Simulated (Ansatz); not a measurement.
A series of calculations on SiN2H6S

## 1. Relaxation

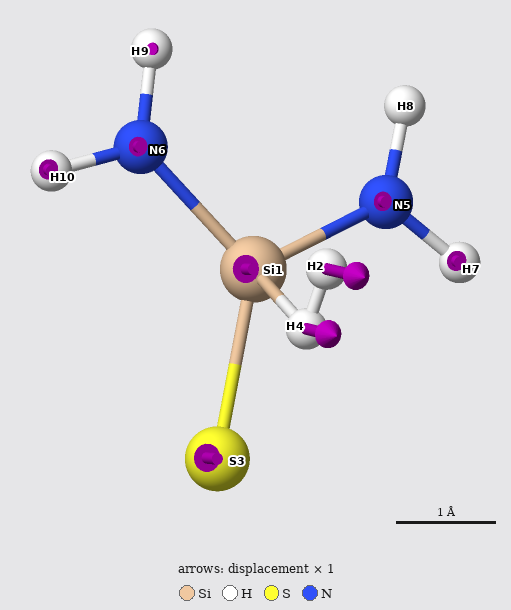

This is a relaxation of SiN₂H₆S (started from a transition state, displaced along its imaginary mode). The starting structure is drawn; purple arrows show the displacements, at their true length. The two geometries are superimposed by the best rigid fit.

The picture is a ball-and-stick view, seen at a tilt.

Computed with RKS PBE0-D4/def2-TZVP (Ansatz 0.2.0). Settings: force threshold 0.005 eV/Å; at most 200 steps.

Which element moves most?

Hydrogen: up to 1.06 Å, against 0.52 Å for sulfur.

Describe the change and its energy.

Over 16 accepted moves (17 points after the start) the energy falls by 0.906 eV. The largest force component goes from 5.3 to 0.0015 eV/Å. The line search rejected the trial step at point 14 of the run. The largest move after the best rigid fit is that of H2, 1.06 Å. Largest moves by element: H 1.06 Å, S 0.52 Å, Si 0.44 Å, N 0.20 Å. Some distances before and after: Si1–H2 1.930 → 3.427 Å, Si1–H4 1.807 → 3.064 Å, H2–H4 0.659 → 0.748 Å, Si1–N5 1.696 → 1.680 Å. Bond angles that change, for instance: Si1–N5–H8 128.3° → 126.0°. The run took of the order of 2.2 core-minutes on a shared host.

## 2. Relaxation

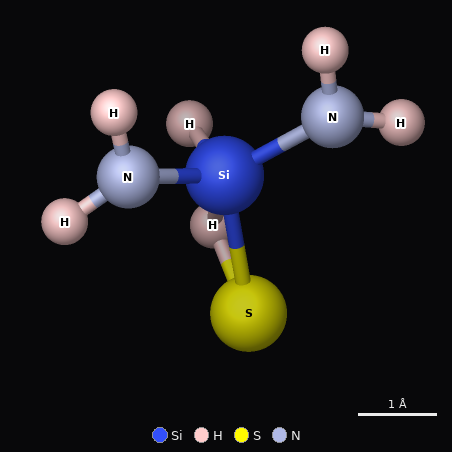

This is the input geometry for a relaxation of SiN₂H₆S (started from a transition state, displaced along its imaginary mode). A ball-and-stick model, seen from a free direction.

Method: RKS PBE0-D4/def2-TZVP (Ansatz 0.2.0).

Input
```yaml
crystal:
  periodic: [false, false, false]
  atoms:
    - {symbol: Si, position_ang: [-0.121427, -0.007763, -0.217762]}
    - {symbol: H, position_ang: [0.620238, -0.709191, -1.291727]}
    - {symbol: S, position_ang: [-1.689434, 0.357405, -1.532698]}
    - {symbol: H, position_ang: [-0.567938, -0.309445, -1.892957]}
    - {symbol: N, position_ang: [0.732660, 1.356520, 0.343400]}
    - {symbol: N, position_ang: [-0.455298, -1.045801, 1.092479]}
    - {symbol: H, position_ang: [0.841149, 2.162868, -0.246677]}
    - {symbol: H, position_ang: [1.491562, 1.237387, 0.992990]}
    - {symbol: H, position_ang: [0.265410, -1.247002, 1.765183]}
    - {symbol: H, position_ang: [-1.117123, -1.794778, 0.987668]}
basis:
  gaussian: {orbitals: def2-TZVP}
hamiltonian: {xc: pbe0, dispersion: d4}
relax: {f_tol: 0.005, max_steps: 200}
```

Predict the outcome.

The energy falls by 1.231 eV in 19 geometry steps. Largest force component: 1.9 eV/Å at the start, 0.0027 eV/Å at the end. The atom that moves furthest after the best rigid fit is H8 (1.14 Å). By element the largest moves are H 1.14 Å, S 0.38 Å, N 0.28 Å, Si 0.27 Å. Near-neighbour distances that change, for instance: Si1–H4 1.760 → 2.613 Å, Si1–S3 2.079 → 2.150 Å, S3–H4 1.354 → 1.343 Å, Si1–H2 1.482 → 1.488 Å. Among the angles between lasting bonds that change: Si1–S3–H4 57.1° → 94.0°, H2–Si1–S3 90.1° → 106.0°, S3–Si1–N6 116.5° → 102.0°. Groups turn about Si1–S3 by about 30°. The run took of the order of 2.5 core-minutes on a shared host.

Step by step:

```csv
step,"E − E(0), eV","largest force component, eV/Å"
0,0.0000,1.9410
1,-0.4780,1.1490
2,-0.7441,1.2850
3,-0.9266,0.8778
4,-1.0298,0.3983
5,-1.0459,0.3402
6,-1.0535,0.1246
7,-1.0576,0.2027
8,-1.0725,0.3467
9,-1.0833,1.2620
10,-1.1623,0.3305
11,-1.1684,0.4883
12,-1.1801,0.8268
13,-1.2151,0.4387
14,-1.2276,0.0998
15,-1.2294,0.0788
16,-1.2304,0.0454
17,-1.2306,0.0106
18,-1.2306,0.0060
19,-1.2307,0.0027
```

The structure at the end:

```xyz
10

Si    0.0950   -0.1644   -0.2387
H     1.0157   -0.7592   -1.2456
S    -1.7817    0.1253   -1.2481
H    -1.2184    0.2400   -2.4614
N     0.9503    1.1846    0.3640
N    -0.3722   -1.0794    1.1201
H     1.5956    1.6700   -0.2377
H     0.5119    1.8148    1.0172
H     0.2707   -1.2287    1.8799
H    -1.0672   -1.8029    1.0503
```

The end point in the same view:

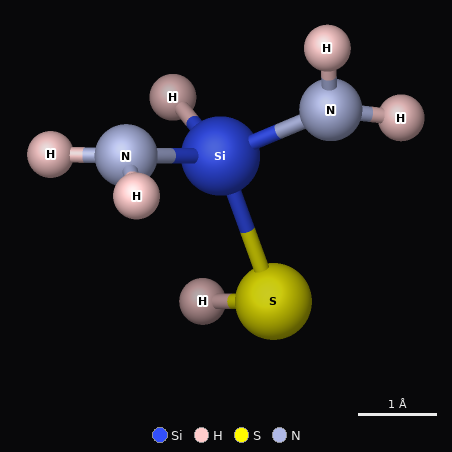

## 3. Reaction

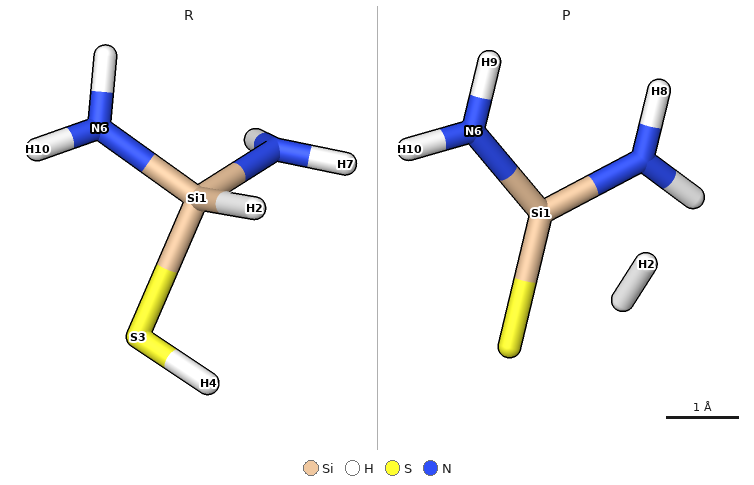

Reactant (R) and product (P) of one elementary step of SiN₂H₆S. A stick model, seen at a tilt.

Stationary points at PBE0-D4/def2-TZVP, single-point energies with CCSD(T)/CBS, PBE0-D4, wB97X-V (def2-TZVPP where no basis is named; Ansatz 0.2.0). The energies are electronic, without zero-point or thermal terms, and both ends are the minima reached downhill from the saddle, with any fragments still in contact. CCSD(T)/CBS stands for a frozen-core estimate: MP2 correlation extrapolated from def2-TZVPP and def2-QZVPP, CCSD(T) minus MP2 from the smaller set.

> Predict the saddle point between them and the barrier.

Counted by bonded pieces, R holds SiH₆SN₂ and P holds H₂ + SiH₄SN₂. From R over the saddle to P, a bond forms: H–H (2.73 → 1.02 → 0.75 Å). Bonds break: H–Si (1.49 → 1.71 → 3.43 Å), H–S (1.34 → 1.75 → 3.30 Å). The saddle has one imaginary mode, 1172i cm⁻¹. With CCSD(T)/CBS the barrier is 1.91 eV from R and 1.15 eV from P, and P lies 0.76 eV above R.

```csv
level,barrier from R (eV),barrier from P (eV),P less R (eV)
CCSD(T)/CBS,1.91,1.15,0.76
PBE0-D4,1.75,0.95,0.80
wB97X-V,1.98,1.14,0.84
```

Against CCSD(T)/CBS, wB97X-V comes closest on the barrier from R (+0.07 eV) and PBE0-D4 misses most (−0.16 eV).

The saddle point in the same view, with dashed sticks for the bonds that form or break:

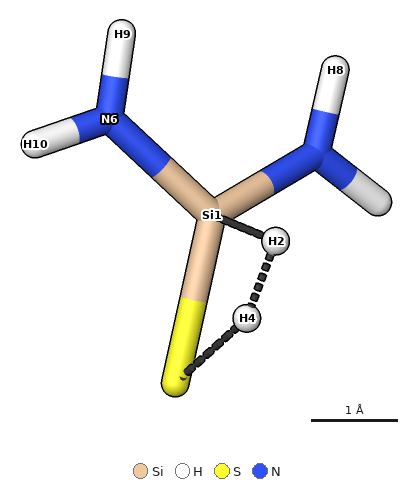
